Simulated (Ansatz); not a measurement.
```yaml
atoms:
  - { symbol: Si, position_ang: [0.0064, 0.0000, -0.0019] }
  - { symbol: H, position_ang: [0.0228, 0.0000, 1.4736] }
  - { symbol: Cl, position_ang: [1.9543, 0.0000, -0.6902] }
  - { symbol: H, position_ang: [-0.6752, 1.2095, -0.5016] }
  - { symbol: H, position_ang: [-0.6752, -1.2095, -0.5016] }
```

These are results of RKS BHLYP/def2-SVP in Ansatz 0.2.0, not measurements.

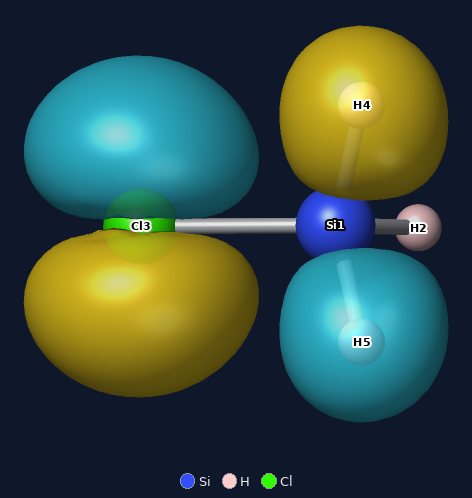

ClH$_{3}$Si. The HOMO at ±0.1 Å⁻³ᐟ² (yellow and cyan are the two phases), seen at a tilt.

Q: Where does this orbital lie, and at what energy?

A: Its weight (Hirshfeld) is mainly on Cl3 (about 70 %) and Si1 (about 15 %); largely a lone pair of Cl3. It is one of a degenerate set, so its orientation is arbitrary. Its energy is −10.10 eV.
